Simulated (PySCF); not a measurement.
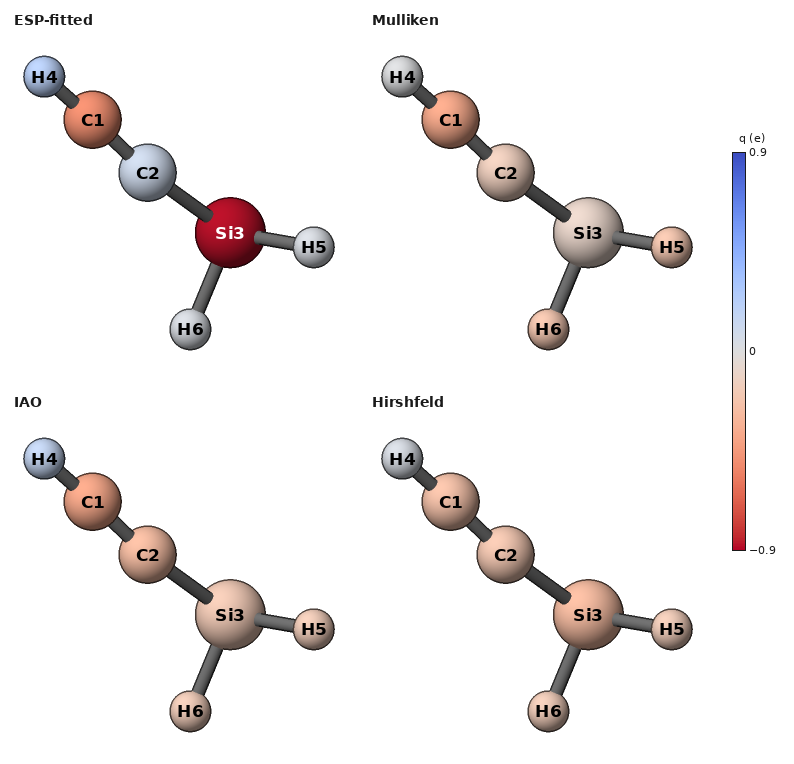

Atomic charges of one calculation by 4 schemes, on one colour scale. State: charge −1, singlet. Computed geometry: GFN2-xTB optimisation. No frequency run is at hand to confirm it as a minimum. Method: PBE0/pcSseg-1 (PySCF 2.14.0).

> Which scheme gives the most polar picture (largest mean size of the charges)?

The ESP-fitted charges are the largest in size here, and the Hirshfeld charges the smallest.

> On which atom do the schemes disagree most?

On Si3 (from −0.87 to −0.09 e).

List the charges (e), one line for each set of equivalent atoms.

```tsv
atom	ESP-fitted	Mulliken	IAO	Hirshfeld
C1	−0.49	−0.37	−0.37	−0.23
C2	0.09	−0.15	−0.27	−0.20
Si3	−0.87	−0.09	−0.18	−0.27
H4	0.21	0.01	0.15	0.04
H5, H6	0.03	−0.20	−0.17	−0.17
```

The geometry is semi-empirical. Around Si such bond lengths and angles can be off by a tenth of an ångström or more and by several degrees, and values that hang on the shape move with them.
